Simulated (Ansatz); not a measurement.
# Charge trapping in a frame of liquid 96GeO2-4CaO (mol %) from 2500 K (71 atoms), part 2 of 4

Does an extra electron or hole in a frame of liquid 96GeO2-4CaO (mol %) from 2500 K (71 atoms) stay spread out, or do the atoms trap it?

Ansatz 0.2.0; Kohn-Sham DFT, revPBE, PAW (set soft_2), plane waves.

The cell: 23 Ge, 1 Ca and 47 O. The network of bonds at the start is that of the classical potential that made the cell. Sampling is at Γ alone, for a cell whose shortest periodic width is 10 Å. The liquid is relaxed first.

So far. Step 2 (Single point at the start): The r.m.s. force at the start is 2.8 eV/Å. Step 3 (Relaxation): The relaxation converged after 20 steps, 26.6 eV below its start, with a largest force component of 0.042 eV/Å.

## (4) Single point at the relaxed geometry

The electronic structure is read at the final geometry, in a run of its own.

input.yaml reads:

```yaml
crystal:
  lattice:
    - [10.367, 0.0, 0.0]
    - [0.0, 10.367, 0.0]
    - [0.0, 0.0, 10.367]
  atoms:
    - { symbol: Ge, position: [0.58631, 0.65223, 0.62473] }
    - { symbol: Ge, position: [0.49905, 0.55051, 0.35482] }
    - { symbol: Ge, position: [0.08531, 0.20626, 0.02382] }
    - { symbol: Ge, position: [0.80905, 0.10463, 0.41491] }
    - { symbol: Ge, position: [0.55052, 0.13804, 0.21647] }
    - { symbol: Ge, position: [0.01456, 0.84108, 0.76649] }
    [... 59 atom lines left out ...]
    - { symbol: O, position: [0.87106, 0.48198, 0.0623] }
    - { symbol: O, position: [0.97395, 0.49582, 0.30177] }
    - { symbol: O, position: [0.84974, 0.73448, 0.19933] }
    - { symbol: O, position: [0.22138, 0.10295, 0.05104] }
    - { symbol: O, position: [0.00923, 0.67363, 0.75448] }
    - { symbol: O, position: [0.91145, 0.97168, 0.38611] }
kpoints:
  mp_grid: { grid: [1, 1, 1] }
hamiltonian:
  xc: revpbe
scf:
  occupations: { method: fermi_dirac, width: 0.05 }
output:
  forces: true
  stress: true
  populations: true
  dos:
    method: { smearing: { sigma: 0.15 } }
    de: 0.1
    projected: { site_lists: { Ca: [Ca], Ge: [Ge], O: [O] } }
  eigenvalues: true
  write_density: true
  write_potential: true
  volumetric_format: npy
```

Launch:

```bash
> ansatz run input.yaml --threads 4 --pin off --max-ram 8192MiB --backend cpu --events-out ev --progress --plain --runs-dir out
```

Numbers of over 12 decimals in the logs are rounded to 6 here.

Log:

```text
[...]
Crystal: 71 atoms, lattice volume = 1114.190 Å³
Basis set: ecut = 420 eV, 21879 PW (Γ), exchange–correlation on 144×144×144 points (8 copies of the dense FFT grid, shifted against one another)
Bands: 378, of which v1, the nominal top of the filled ones, is band 307 counted from 1 (306 counted from 0)
Symmetry: 1 space group operations
[...]
k-points: 1
[...]
SCF iter   1: F=—  HF=-127422.440591 eV  |F-HF|=—  |Δ(HF+E_count)|=         —  Δρ=4.30e-3  dr2=2.66e-1  ethr=1.77e-3  ⟨swp⟩=6.0  Hψ=1446  notcnv=0  defer=46
[...]
SCF iter  10: F=-127422.407006 eV  HF=-127422.407006 eV  |F-HF|=2.89e-8  |Δ(HF+E_count)|=   2.29e-7  Δρ=1.64e-6  dr2=2.87e-8  ethr=1.63e-11  ⟨swp⟩=15.0  Hψ=2824  notcnv=0
SCF 1 converged in 10 iterations: F = -127422.407006 eV  dr2 = 2.87e-8
[...]
SCF converged after 10 iterations
Free energy (F): -127422.407006 eV
[...]
Internal energy: -127422.407003 eV  (E = F + TS)
E sigma→0 (E₀):  -127422.407004 eV
Entropy (-TS):   -0.000003 eV (-0.000 meV/atom)
Fermi energy:    4.640153 eV
[...]
--- Forces (eV/Å), atoms counted from 1 ---
  atom   1  Ge     0.01915663    -0.02494555     0.01264328
  atom   2  Ge     0.00088327     0.01570966    -0.00121480
  atom   3  Ge     0.00564796     0.02260321     0.00850951
  atom   4  Ge    -0.00493936     0.00196025    -0.00277411
  atom   5  Ge    -0.00207263    -0.00620265     0.00386417
  atom   6  Ge    -0.01144763    -0.02593184     0.00123412
  atom   7  Ge     0.00280882     0.01160625    -0.04164086
  atom   8  Ge    -0.03145930     0.00923812     0.01827391
  atom   9  Ge     0.00018972    -0.01439236    -0.01130307
  atom  10  Ge     0.00675615    -0.00864633     0.00283590
  atom  11  Ge    -0.00772849     0.01361423     0.00372538
  atom  12  Ge     0.01471391    -0.00572823     0.00109635
  atom  13  Ge    -0.00340562     0.00621277    -0.00719579
  atom  14  Ge    -0.00278572    -0.00114359     0.00040351
[...]
atom  70  O     -0.01710099    -0.01034807    -0.00073719
  atom  71  O      0.00008499     0.00070917    -0.00293461
  max |Σ_I F_I| component: 2.72e-5 eV/Å
--- Stress (GPa, compression-positive) ---
       -1.052459       0.135678      -0.205953
        0.135678       0.420311      -0.128215
       -0.205953      -0.128215       0.723935
  P = ⅓ Tr σ = 0.0306 GPa (0.306 kbar)
--- Band table (eV) ---
[...]
--- Löwdin populations: 71 sites ---
  site symbol       q [e]
     0     Ge     12.4145
     1     Ge     12.4222
     2     Ge     12.4108
[...]
70      O      6.7301
  spilling = 0.005519 (of n_electrons = 614.000000)
```

Wall time 18 s (4 threads of Arm Neoverse V1, shared host); peak memory 1.5 GiB; 70 s of CPU time.

The run gave:

* free energy: -127422.4070 eV
* free energy per atom: -1794.6818 eV/atom
* SCF cycles: 10
* pressure: 0.0306 GPa
* r.m.s. force component: 0.01027 eV/Å
* longest force: 0.04332 eV/Å
* Fermi energy: 4.64 eV
* gap (highest filled to lowest empty level): 1.38 eV
* spilling of the projection: 0.005519

Löwdin charges by element and coordination (they lack the spilled electrons, 0.048 e an atom on average):

```csv
element,coordination,atoms,mean charge (e),spread,least,most
Ca,all,1,1.82,0,1.82,1.82
Ge,all,23,1.58,0.0223,1.51,1.61
Ge,4,22,1.59,0.022,1.51,1.61
Ge,5,1,1.56,0,1.56,1.56
O,all,47,-0.742,0.0354,-0.920,-0.692
O,2,44,-0.741,0.0344,-0.920,-0.692
O,3,3,-0.759,0.0453,-0.791,-0.695
```

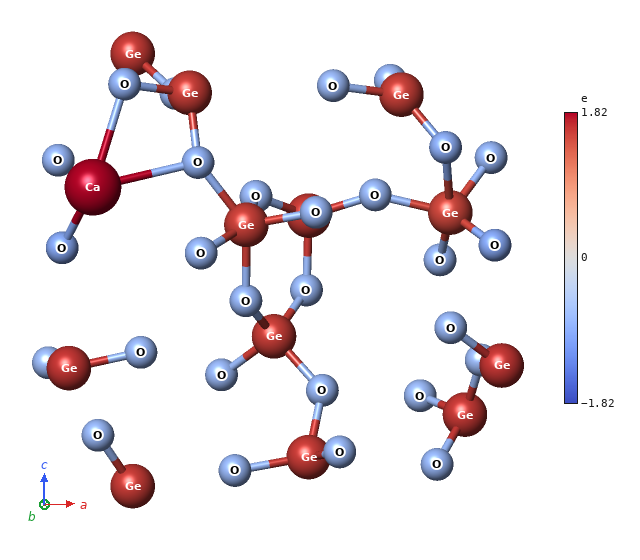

Atoms coloured by Löwdin charge. Drawn is a slice 5 Å thick, seen along the normal of the ac plane. Bonds to atoms that aren't drawn are left out.

States in the cell by windows of 1 eV, zero at the Fermi level; the larger projections on atomic orbitals stand beside the total:

```csv
from (eV),to (eV),total,O p,Ge p,Ge s
-10,-9,11.2,6.3,0.6,3.5
-9,-8,14.4,8.5,1.2,3.4
-8,-7,10.0,6.5,1.4,1.5
-7,-6,26.4,19.3,6.0,0.3
-6,-5,23.2,17.3,4.6,0.3
-5,-4,33.9,27.3,3.8,0.5
-4,-3,58.4,52.8,2.9,0.3
-3,-2,72.5,69.6,1.2,0.2
-2,-1,18.9,18.2,0.2,0.0
-1,0,3.5,3.3,0.1,0.0
0,1,2.0,0.5,0.1,1.0
1,2,0.0,0.0,0.0,0.0
2,3,11.7,3.3,1.4,5.1
3,4,11.3,3.2,1.7,4.6
4,5,14.9,3.6,3.5,4.4
```

Between -26 and -10 eV lie 327 more states.

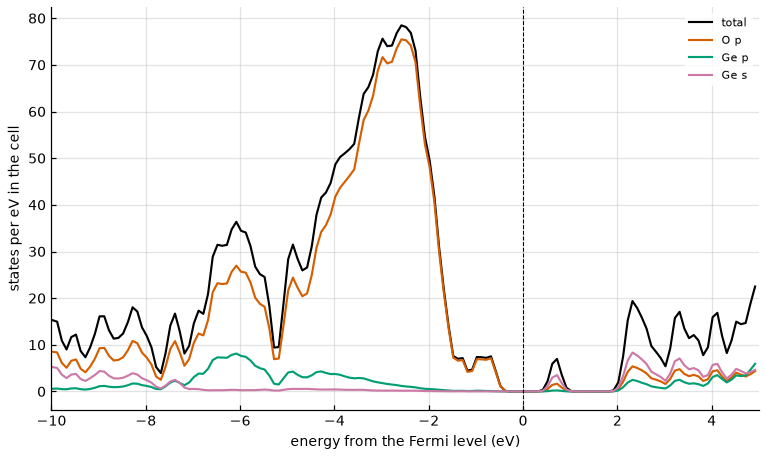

Total and projected density of states, with the broadening of the input.

The levels nearest the highest filled one (over half full), pooled over k-points and spins:

```csv
level less the highest filled one (eV),occupation
-1.11,2
-0.981,2
-0.920,2
-0.621,2
-0.266,2
0,2
1.38,0
2.90,0
3.00,0
3.06,0
3.21,0
3.32,0
```

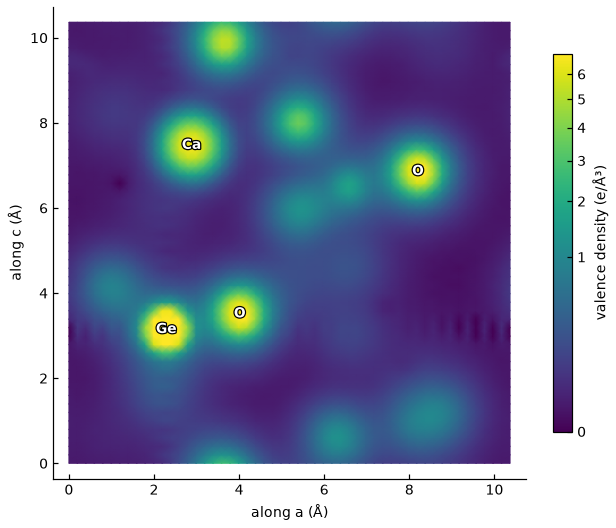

Valence density in the ac plane at fractional y = 0.328, with atoms of Ge and Ca and O within 0.2 Å of it. It is the smooth field of the valence electrons, not physical close to the nuclei. The map starts off the cell's origin, so that atoms lie inside it. The colour scale is stretched toward low values.

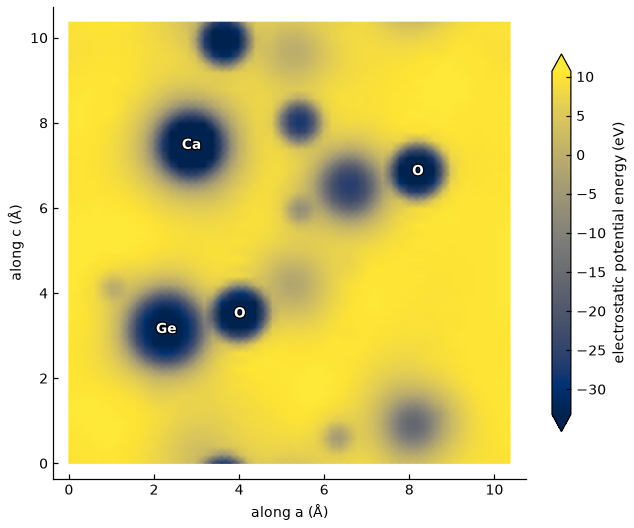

Electrostatic potential energy in the ac plane at fractional y = 0.328, with atoms of Ge and Ca and O within 0.2 Å of it. With pseudopotentials it is smooth inside the atoms' cores, unlike the true potential. The map starts off the cell's origin, so that atoms lie inside it.

Filled and empty levels are parted by 1.38 eV (at Γ alone); a semilocal functional tends to put such gaps too low. In a disordered cell it changes from sample to sample and from frame to frame. Mean Löwdin charges: Ca +1.82, Ge +1.58, O -0.74 e (they miss 0.55 % of the electrons, so they add up to more than the cell's charge). The largest share in the top eV of filled states is O p (97 % of the projected weight), and in the lowest eV of empty states Ge s (51 % of the projected weight).

## (5) An extra electron, atoms held

The electron count changes by one with the atoms held: a vertical process, on a uniform background, with spin and a narrow Fermi–Dirac smearing. Its energy against the neutral cell hangs on the program's zero of potential.

input.yaml, the sections that differ from step 4:

```yaml
crystal:
  lattice:
    - [10.367, 0.0, 0.0]
    - [0.0, 10.367, 0.0]
    - [0.0, 0.0, 10.367]
  atoms:
    [... the 71 atom lines of step 4 ...]
total_charge: -1
scf:
  occupations: { method: fermi_dirac, width: 0.01 }
  lower_state_search: "off"
magnetization:
  spin_polarized: true
  initial_magnetization: 1
# kpoints, hamiltonian, output: as in step 4
```

Log:

```text
[...]
Crystal: 71 atoms, lattice volume = 1114.190 Å³
Basis set: ecut = 420 eV, 21879 PW (Γ), exchange–correlation on 144×144×144 points (8 copies of the dense FFT grid, shifted against one another)
Bands: 379, of which v1, the nominal top of the filled ones, is band 308 counted from 1 (307 counted from 0)
Symmetry: 1 space group operations
[...]
k-points: 1
[...]
Starting moments: Σ|m| = 1 μB on 71 of 71 sites
[...]
SCF iter   1: F=—  HF=-127433.481903 eV  |F-HF|=—  |Δ(HF+E_count)|=         —  Δρ=4.47e-2 (↑4.47e-2 ↓4.31e-2)  dr2=7.63e1  dr2_m=4.41e-1  M=1.000 μB ∫|m|=1.084 μB  β_m=1.00  ethr=3.10e-3  ⟨swp⟩=8.0  Hψ=3122  notcnv=0  defer=63
[...]
spin=Collinear: Resta preconditioning applied to the charge; magnetization (m = ρ↑ − ρ↓) channel mixes plain (no charge-response kernel on spin).
SCF iter   2: F=—  HF=-127420.233611 eV  |F-HF|=—  |Δ(HF+E_count)|=         —  Δρ=2.65e-2 (↑2.59e-2 ↓2.65e-2)  dr2=1.87e1  dr2_m=2.72e-1  M=0.257 μB ∫|m|=0.327 μB  β_m=0.30  ethr=3.10e-3  ⟨swp⟩=2.5  Hψ=1504  notcnv=0  defer=129
[...]
SCF iter  15: F=—  HF=-127417.055693 eV  |F-HF|=—  |Δ(HF+E_count)|=   2.99e-4  Δρ=2.28e-4 (↑2.28e-4 ↓2.28e-4)  dr2=1.40e-8  dr2_m=5.32e-4  M=0.658 μB ∫|m|=0.720 μB  β_m=0.30  ethr=9.32e-12  ⟨swp⟩=4.0  Hψ=2244  notcnv=0  defer=130
[...]
spin-set hold released at iteration 15 (site moments' squared step at or under half its running peak, from the soft ceiling on): the magnetisation degrees of freedom join the quasi-Newton model from the next iteration; the mixer history was flushed
SCF iter  16: F=—  HF=-127417.055961 eV  |F-HF|=—  |Δ(HF+E_count)|=   2.67e-4  Δρ=2.18e-4 (↑2.18e-4 ↓2.17e-4)  dr2=1.60e-7  dr2_m=4.83e-4  M=0.696 μB ∫|m|=0.763 μB  β_m=0.18  ethr=2.28e-12  ⟨swp⟩=5.0  Hψ=2274  notcnv=0  defer=130
SCF iter  17: F=—  HF=-127417.056703 eV  |F-HF|=—  |Δ(HF+E_count)|=   7.43e-4  Δρ=1.56e-4 (↑1.55e-4 ↓1.56e-4)  dr2=1.55e-6  dr2_m=2.46e-4  M=0.801 μB ∫|m|=0.886 μB  β_m=0.55  ethr=2.28e-12  ⟨swp⟩=5.0  Hψ=2758  notcnv=0  defer=130
[...]
SCF iter  24: F=-127417.057238 eV  HF=-127417.057238 eV  |F-HF|=3.54e-9  |Δ(HF+E_count)|=   1.37e-8  Δρ=4.06e-7 (↑4.06e-7 ↓3.73e-7)  dr2=4.50e-9  dr2_m=6.17e-10  M=0.896 μB ∫|m|=1.008 μB  β_m=0.56  ethr=1.00e-12  ⟨swp⟩=5.0  Hψ=3817  notcnv=0
SCF iter  25: F=-127417.057238 eV  HF=-127417.057238 eV  |F-HF|=1.31e-10  |Δ(HF+E_count)|=  6.69e-10  Δρ=2.45e-7 (↑2.45e-7 ↓2.26e-7)  dr2=2.27e-10  dr2_m=5.25e-10  M=0.896 μB ∫|m|=1.008 μB  ethr=1.00e-12  ⟨swp⟩=5.0  Hψ=3372  notcnv=0
SCF 1 converged in 25 iterations: F = -127417.057238 eV  dr2 = 2.27e-10
[...]
SCF converged after 25 iterations
Magnetization: 0.8962 μB (307.9481 up, 307.0519 down)
Absolute magnetization: 0.9681 μB (∫|ρ↑−ρ↓|, with the PAW one-centre terms)
[...]
Per-site moments (μB) at R_I (Å): [(0.00191129, 0.725167), (0.00237527, 0.721375), (0.00818128, 0.717847), (0.00563434, 0.728128), (0.00726589, 0.721673), [...]
Free energy (F): -127417.057238 eV
[...]
Internal energy: -127417.053156 eV  (E = F + TS)
E sigma→0 (E₀):  -127417.055197 eV
Entropy (-TS):   -0.004082 eV (-0.057 meV/atom)
Fermi energy:    5.399903 eV
[...]
Σ components = -127417.057238   (vs F -127417.057238, Δ=0.00e0)
--- Forces (eV/Å), atoms counted from 1 ---
  atom   1  Ge    -0.02003371     0.06915683     0.04549193
  atom   2  Ge    -0.08736868     0.08643583    -0.14914750
  atom   3  Ge     0.12275164    -0.13225588    -0.01226261
  atom   4  Ge    -0.09223715     0.02450794    -0.07347963
[...]
atom  71  O      0.06713292    -0.09215816     0.00391626
  max |Σ_I F_I| component: 7.33e-6 eV/Å
--- Stress (GPa, compression-positive) ---
       -0.171525       0.072659      -0.205927
        0.072659       1.284893      -0.157244
       -0.205927      -0.157244       1.584199
  P = ⅓ Tr σ = 0.8992 GPa (8.992 kbar)
--- Band table (eV) ---
[...]
--- Löwdin populations: 71 sites ---
  site symbol       q [e]    m [muB]
     0     Ge     12.4327     0.0104
     1     Ge     12.4426     0.0133
     2     Ge     12.4486     0.0346
[...]
70      O      6.7359     0.0060
  spilling = 0.005533 (of n_electrons = 615.000000)
```

Run time: 88 s. Hardware: 4 threads; peak memory 2.4 GiB.

An extra electron, atoms held: the energy stands 5.35 eV above that of the reference, with a moment of 0.90 μB.

The levels nearest the highest filled one (over half full), pooled over k-points and spins:

```csv
level less the highest filled one (eV),occupation
-1.79,1
-1.53,1
-1.53,1
0,0.948
0.0581,0.052
1.57,0
1.63,0
1.65,0
```

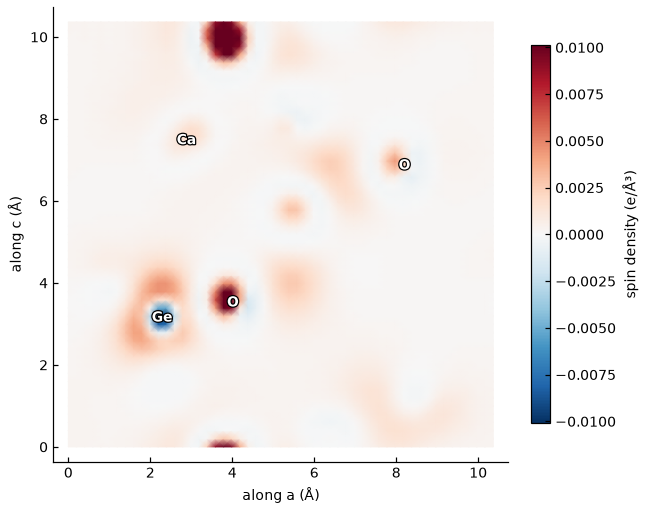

Spin density in the ac plane at fractional y = 0.328, with atoms of Ge and Ca and O within 0.2 Å of it. The map starts off the cell's origin, so that atoms lie inside it.

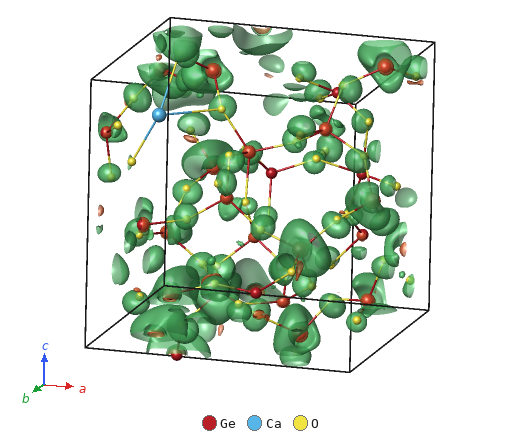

Surfaces of spin density = ±0.0033 e/Å³, which hold about 50 % of the integral of its size. The two colours are the two signs. Bonds to atoms that aren't drawn are left out.

## (6) An extra electron, atoms relaxed

The atoms now respond to the charge; the energy gained comes from screening by the atoms, from trapping if the charge localises, and from any strain left in the reference.

input.yaml, the sections that differ from step 5:

```yaml
output:
  forces: true
relax:
  f_tol: 0.05
  max_steps: 90
# crystal, total_charge, kpoints, hamiltonian, scf, magnetization: as in step 5
```

Log:

```text
[...]
Crystal: 71 atoms, lattice volume = 1114.190 Å³
Basis set: ecut = 420 eV, 21879 PW (Γ), exchange–correlation on 144×144×144 points (8 copies of the dense FFT grid, shifted against one another)
Bands: 379, of which v1, the nominal top of the filled ones, is band 308 counted from 1 (307 counted from 0)
Symmetry: 1 space group operations
[...]
k-points: 1
[...]
Starting moments: Σ|m| = 1 μB on 71 of 71 sites
[...]
SCF iter   1: F=—  HF=-127433.481904 eV  |F-HF|=—  |Δ(HF+E_count)|=         —  Δρ=4.47e-2 (↑4.47e-2 ↓4.31e-2)  dr2=7.63e1  dr2_m=4.41e-1  M=1.000 μB ∫|m|=1.084 μB  β_m=1.00  ethr=3.10e-3  ⟨swp⟩=8.0  Hψ=3122  notcnv=0  defer=63
[...]
SCF iter   2: F=—  HF=-127420.233610 eV  |F-HF|=—  |Δ(HF+E_count)|=         —  Δρ=2.65e-2 (↑2.59e-2 ↓2.65e-2)  dr2=1.87e1  dr2_m=2.72e-1  M=0.257 μB ∫|m|=0.327 μB  β_m=0.30  ethr=3.10e-3  ⟨swp⟩=2.5  Hψ=1504  notcnv=0  defer=129
[...]
SCF iter  15: F=—  HF=-127417.055756 eV  |F-HF|=—  |Δ(HF+E_count)|=   2.99e-4  Δρ=2.29e-4 (↑2.29e-4 ↓2.28e-4)  dr2=3.05e-8  dr2_m=5.32e-4  M=0.658 μB ∫|m|=0.720 μB  β_m=0.30  ethr=9.56e-12  ⟨swp⟩=3.0  Hψ=1958  notcnv=0
[...]
SCF iter  17: F=—  HF=-127417.056766 eV  |F-HF|=—  |Δ(HF+E_count)|=   7.43e-4  Δρ=1.55e-4 (↑1.55e-4 ↓1.55e-4)  dr2=6.77e-7  dr2_m=2.47e-4  M=0.801 μB ∫|m|=0.886 μB  β_m=0.59  ethr=4.95e-12  ⟨swp⟩=4.0  Hψ=2285  notcnv=0
[...]
SCF iter  20: F=-127417.057236 eV  HF=-127417.057235 eV  |F-HF|=1.65e-6  |Δ(HF+E_count)|=   1.27e-5  Δρ=1.35e-5 (↑1.35e-5 ↓1.35e-5)  dr2=1.70e-7  dr2_m=1.81e-6  M=0.891 μB ∫|m|=1.000 μB  β_m=0.60  ethr=4.95e-12  ⟨swp⟩=1.0  Hψ=3016  notcnv=0
SCF iter  21: F=-127417.057238 eV  HF=-127417.057238 eV  |F-HF|=2.61e-7  |Δ(HF+E_count)|=   3.14e-6  Δρ=4.00e-6 (↑4.00e-6 ↓3.72e-6)  dr2=3.60e-7  dr2_m=7.36e-8  M=0.895 μB ∫|m|=1.006 μB  ethr=4.95e-12  ⟨swp⟩=1.0  Hψ=2726  notcnv=0
SCF 1 converged in 21 iterations: F = -127417.057238 eV  dr2 = 3.60e-7
[...]
relax step   1: F+E_penalty+E_count = -127417.05723756 eV  Δ(F+E_penalty+E_count) = +0.000e0 eV  max|allowed force component| = 4.251e-1 eV/Å  Δτ_max = 0.0000 Å  (21 SCF iters, dr2 threshold 6.25e-5 eV, accepted)
[...]
relax step   2: F+E_penalty+E_count = -127417.08813061 eV  Δ(F+E_penalty+E_count) = -3.089e-2 eV  max|allowed force component| = 2.518e-1 eV/Å  Δτ_max = 0.0389 Å  (6 SCF iters, dr2 threshold 1.13e-5 eV, accepted)
[...]
relax step   3: F+E_penalty+E_count = -127417.10339357 eV  Δ(F+E_penalty+E_count) = -1.526e-2 eV  max|allowed force component| = 6.916e-2 eV/Å  Δτ_max = 0.0282 Å  (7 SCF iters, dr2 threshold 3.96e-6 eV, accepted)
[...]
relax step   4: F+E_penalty+E_count = -127417.10815834 eV  Δ(F+E_penalty+E_count) = -4.765e-3 eV  max|allowed force component| = 5.486e-2 eV/Å  Δτ_max = 0.0457 Å  (9 SCF iters, accepted)
[...]
relax step   5: F+E_penalty+E_count = -127417.11054509 eV  Δ(F+E_penalty+E_count) = -2.387e-3 eV  max|allowed force component| = 3.137e-2 eV/Å  Δτ_max = 0.0117 Å  (8 SCF iters, accepted)
SCF converged after 8 iterations
Magnetization: 0.9415 μB (307.9708 up, 307.0292 down)
Absolute magnetization: 1.0169 μB (∫|ρ↑−ρ↓|, with the PAW one-centre terms)
[...]
Per-site moments (μB) at R_I (Å): [(0.00168454, 0.725486), (0.00218852, 0.723155), (0.010049, 0.720929), (0.00547373, 0.729478), (0.00826076, 0.725028), [...]
Free energy (F): -127417.110545 eV
[...]
Internal energy: -127417.107903 eV  (E = F + TS)
E sigma→0 (E₀):  -127417.109224 eV
Entropy (-TS):   -0.002642 eV (-0.037 meV/atom)
Fermi energy:    5.305073 eV
[...]
Σ components = -127417.110545   (vs F -127417.110545, Δ=0.00e0)
--- Forces (eV/Å), atoms counted from 1 ---
  atom   1  Ge     0.00461159     0.00253395     0.00291271
  atom   2  Ge    -0.00636093     0.00631531    -0.00618389
  atom   3  Ge    -0.01292298    -0.02512644    -0.01674277
  atom   4  Ge    -0.00623385     0.00441977     0.00644981
[...]
atom  71  O     -0.00203563    -0.00894191     0.00644361
  max |Σ_I F_I| component: 4.98e-5 eV/Å
--- Relaxed structure (5 steps of the walk, 5 accepted, 0 SCFs on fresh bases) ---
  F+E_penalty+E_count = -127417.11054509 eV   max|allowed force component| = 3.137e-2 eV/Å
  atoms:
    - { symbol: Ge, position: [0.586817, 0.650517, 0.625145] }
    - { symbol: Ge, position: [0.496685, 0.550629, 0.354919] }
    - { symbol: Ge, position: [0.083674, 0.208701, 0.023901] }
    - { symbol: Ge, position: [0.811503, 0.105081, 0.417404] }
[...]
- { symbol: O, position: [0.912776, 0.971222, 0.387003] }
```

It took 2.2 min on 4 threads; peak memory 2.4 GiB.

The relaxation converged after 5 steps, 0.0533 eV below its start, with a largest force component of 0.031 eV/Å.

An extra electron, atoms relaxed: the energy stands 5.30 eV above that of the reference, with a moment of 0.94 μB.

(Continued in part 3 of 4.)

[Logs are printed without paths, hosts, clocks, repeated set-up lines and the standing remarks that a program may print on its own settings, such as how far it seeks lower states.]

[Hosts, paths, dates, database ids (printed as entryN), source tags and the programs' standing remarks are cut or masked in the printed files.]
